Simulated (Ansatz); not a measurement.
**InCl (SMILES [Cl][In]) at wB97M-V/STO-3G**

Aim: the electronic atomisation energy of InCl at wB97M-V/STO-3G, from 3 runs. 

The results are computed with Ansatz 0.2.0.

47 further runs of the same task are left out: 4 that didn't finish, 43 set aside as unsound or not needed.

## 1. The structure to begin with

InCl has 2 atoms, charge 0, and is taken as a singlet. SMILES: `[Cl][In]`. The coordinates come from a PBE0-D4/def2-TZVP relaxation.

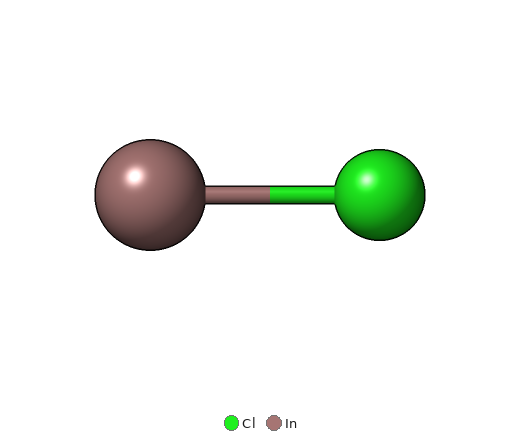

The structure, seen from a chosen angle (chlorine green, indium brown).

## 2. The energy at wB97M-V/STO-3G

in.yaml reads:

```yaml
crystal:
  periodic: [false, false, false]
  atoms:
    - {symbol: Cl, position_ang: [0.000000, -0.000000, -0.013930]}
    - {symbol: In, position_ang: [-0.000000, 0.000000, 2.399590]}
basis:
  gaussian:
    orbitals: STO-3G
hamiltonian:
  xc: {name: wB97M-V}
accuracy: high
```

The run is started by

```console
$ ansatz run in.yaml --threads 1 --pin off --max-ram 3480MiB --events-out events.jsonl --progress --plain --runs-dir runs
```

The log of the run:

```text
Warning: RAYON_NUM_THREADS=1 ignored (pool sized by the plan → 1); use --threads N
Functional definition: wB97M-V
  name "wB97M-V"
  parameter omega = 0.3/bohr
  parameter cx = 0.15
  parameter cx01 = 1.007
  parameter cx10 = 0.259
  parameter css00 = 0.443
  parameter css04 = -1.437
  parameter css10 = -4.535
  parameter css20 = -3.390
  parameter css43 = 4.278
  parameter cos00 = 1.000
  parameter cos10 = 1.358
  parameter cos20 = 2.924
  parameter cos21 = -8.812
  parameter cos60 = -1.390
  parameter cos61 = 9.142
  parameter b = 6.0
  parameter c = 0.01
  gx(w, u) = 1 - cx + cx01*u + cx10*w
  gss(w, u) = css00 + css04*u^4 + css10*w + css20*w^2 + css43*w^4*u^3
  gos(w, u) = cos00 + cos10*w + (cos20 + cos21*u)*w^2 + (cos60 + cos61*u)*w^6
  exchange = spin_sum(e_x_unif_sr(omega)*gx(b97_w, b97_u_x)) + cx*exact_x_sr(omega) + exact_x_lr(omega)
  correlation = spin_sum(e_c_pw_mod_same_spin*gss(b97_w, b97_u_same))
      + integral(e_c_pw_mod_opposite_spin*gos(b97_w_opposite, b97_u_opposite)) + vv10(b, c)
635 factors; integrals over basis functions are off by at most 1.2e-8 eV
130 factors; integrals over basis functions are off by at most 6.2e-10 eV
mean field evaluation 1: about -167083.5406 eV, gradient 1.0e1 eV
mean field evaluation 2: about -167084.5891 eV, gradient 2.6e0 eV
mean field evaluation 4: about -167084.6346 eV, gradient 8.3e-2 eV
mean field evaluation 8: about -167084.6399 eV, gradient 3.6e-3 eV
mean field evaluation 16: about -167084.6399 eV, gradient 1.4e-7 eV
mean field -167084.63991211 eV, -6140.2472627333 hartree, gradient 2.2e-8 eV, S^2 0.000000; 0 other end points of the search recorded, 0 dependent functions left out
reference -167084.63991418 eV, -6140.2472628095 hartree; 33, 33 occupied and 3, 3 virtual orbitals, 635 factors
Total energy: -167084.63991418 eV, -6140.2472628095 hartree
```

Run time: 5.7 s. Hardware: 1 thread of AMD EPYC 9R45 (Zen 5), shared host; peak memory 0.27 GiB.

## 3. The Cl atom

job.yaml reads:

```yaml
crystal:
  periodic: [false, false, false]
  atoms:
    - {symbol: Cl, position_ang: [0.000000, 0.000000, 0.000000]}
basis:
  gaussian:
    orbitals: STO-3G
magnetization:
  spin_polarized: true
  initial_magnetization: 1
hamiltonian:
  xc: {name: wB97M-V}
accuracy: high
```

Run the same way, it converges to -455.16968 Eh (log not shown).

## 4. The In atom, same level

run.yaml reads:

```yaml
crystal:
  periodic: [false, false, false]
  atoms:
    - {symbol: In, position_ang: [0.000000, 0.000000, 0.000000]}
basis:
  gaussian:
    orbitals: STO-3G
magnetization:
  spin_polarized: true
  initial_magnetization: 1
hamiltonian:
  xc: {name: wB97M-V}
accuracy: high
```

Run the same way, it converges to -5684.83336 Eh (log not shown).

## 5. Outcome

Level: wB97M-V/STO-3G.

| quantity | value |
| --- | --- |
| molecule: total energy | -6140.24726 Eh |
| Cl atom: total energy | -455.16968 Eh |
| Cl atom: ⟨S²⟩ | 0.750 |
| In atom: total energy | -5684.83336 Eh |
| In atom: ⟨S²⟩ | 0.750 |
| electronic atomisation energy | 6.646 eV |

What this shows: Taking the molecule apart into free atoms costs 6.65 eV (641 kJ/mol), before zero-point energy and without spin-orbit coupling. In a minimal basis such a difference can be off by several eV, whatever the method. Relativity is left out (molecule) although the molecule holds a heavy atom. Relativity is left out (In atom) although the molecule holds a heavy atom.
